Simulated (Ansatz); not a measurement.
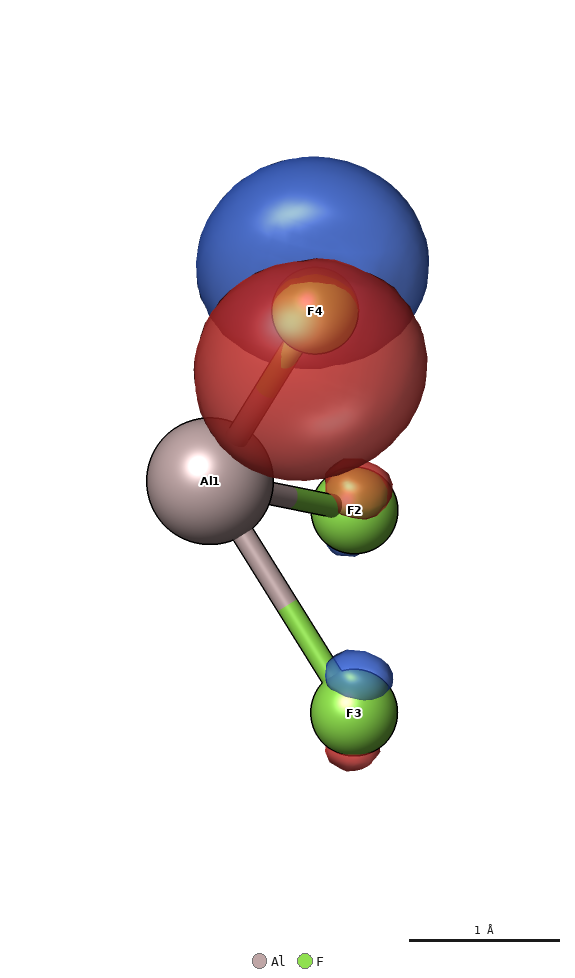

AlF₃ (triplet). The HOMO−1 (β) at ±0.2 Å⁻³ᐟ² (blue and red are the two phases), seen at an oblique angle.

Geometry: PBE-D4/def2-TZVP.

These are results of UKS PBE0-D4/def2-TZVP (Ansatz), not measurements.

Q: Where does this orbital lie, and at what energy?

A: By Hirshfeld shares it lies mainly on F4 (about 90 %); largely a lone pair of F4. Its energy is −11.48 eV.
